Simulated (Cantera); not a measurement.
Charge: 1 mol CO, 2.9 mol H2O, 0.45 mol N2, equilibrated at 0.133 bar.

Cantera equilibrium calculation (NASA polynomials, part measured and part estimated; ideal gas, pure solids and liquids). Candidate condensed phases: C, C6H6, C7H8, C8H18, H2O; 136 gas species. Equilibrium is a limit: real reactors are often held back by kinetics, nucleation or transport.

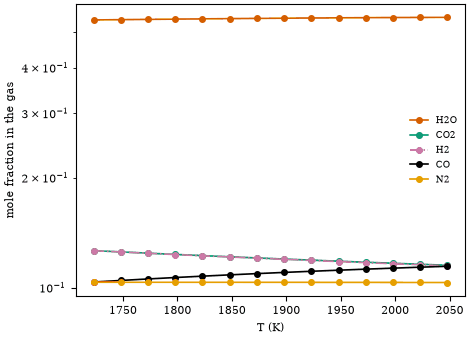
*Equilibrium gas composition (values under 1e-9 drawn at 1e-9)*

### Question
Read off the mole fractions at 1998 K.

### Answer
H2O about 0.55, CO2 about 0.12, H2 about 0.12, CO about 0.11, N2 about 0.10.
